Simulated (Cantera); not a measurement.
Input: 1 mol CH3Cl, 0.85 mol HCl, 0.5 mol CH4, held at 16.0 Pa.

Cantera equilibrium calculation (NASA polynomials, part measured and part estimated; ideal gas, pure solids and liquids). Candidate condensed phases: C, C6H6, C7H8, C8H18; 103 gas species. Ions and electrons are included (thermal ionisation). Rates play no part.

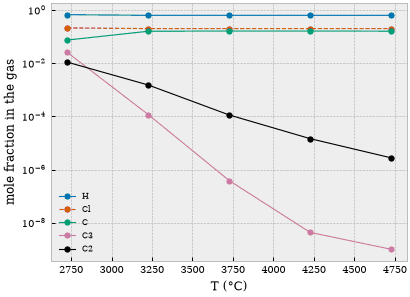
*Equilibrium gas composition (values under 1e-9 drawn at 1e-9)*

Question: Read off the mole fractions at 3727 °C.

Answer: H about 0.64, Cl about 0.20, C about 0.16, C2 about 0.00011, C3 about 3.9e-7.
